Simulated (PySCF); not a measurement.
```yaml
atoms:
  - { symbol: C, position_ang: [3.9261, 0.7664, 0.0851] }
  - { symbol: C, position_ang: [2.6437, 0.0848, 0.0088] }
  - { symbol: C, position_ang: [1.5813, -0.4975, -0.0596] }
  - { symbol: C, position_ang: [0.2748, -1.1285, -0.1157] }
  - { symbol: Si, position_ang: [-1.0533, 0.1310, 0.3226] }
  - { symbol: O, position_ang: [-2.5077, -0.6800, 0.2592] }
  - { symbol: C, position_ang: [-3.7537, -0.0861, 0.4857] }
  - { symbol: H, position_ang: [3.7993, 1.8377, 0.3071] }
  - { symbol: H, position_ang: [4.4774, 0.6851, -0.8651] }
  - { symbol: H, position_ang: [4.5595, 0.3345, 0.8761] }
  - { symbol: H, position_ang: [0.2025, -1.9731, 0.5905] }
  - { symbol: H, position_ang: [0.0609, -1.5314, -1.1203] }
  - { symbol: H, position_ang: [-1.0409, 1.2625, -0.6566] }
  - { symbol: H, position_ang: [-0.8141, 0.6794, 1.6939] }
  - { symbol: H, position_ang: [-3.9643, 0.7277, -0.2336] }
  - { symbol: H, position_ang: [-3.8368, 0.3329, 1.5061] }
  - { symbol: H, position_ang: [-4.5386, -0.8492, 0.3700] }
```

Geometry: PBE0-D3(BJ)/def2-SVP.

Level of theory: wB97X-D/def2-SVPD, SCF density, gas phase in PySCF.

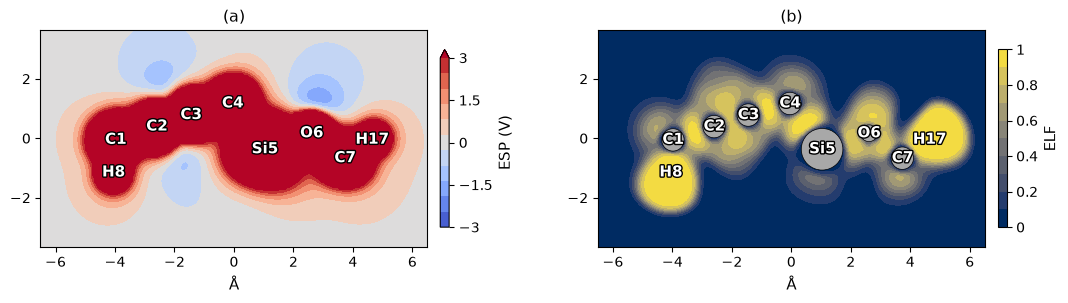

C$_{5}$H$_{10}$OSi. (a) electrostatic potential; (b) ELF on the plane of atoms C3, C4 and Si5. Grey discs cover the atomic cores in the ELF map.

**Interpret the plot.**

- The plane passes through C, Si, O and H nuclei.
- C–C (1.21 Å): the ELF peaks at about 0.85 between the atoms (a short, multiple covalent bond).
- C–O (1.40 Å): the ELF peaks at about 0.90 between the atoms; a polar covalent bond.
- Si–O (1.67 Å): the ELF peaks at about 0.85 between the atoms; a shared but strongly polarised pair.
- C–Si (1.88 Å): the ELF peaks at about 0.95 between the atoms; a covalent bond.
- C–H (1.10 Å): the ELF climbs to about 1 towards the hydrogen, as it does in any bond to H: a covalent bond by its length.
- The ELF also peaks beside O6, away from the bonds: lone-pair regions.
- Outside the dense part of the molecule the potential is most negative (−1.7 V) near O6.
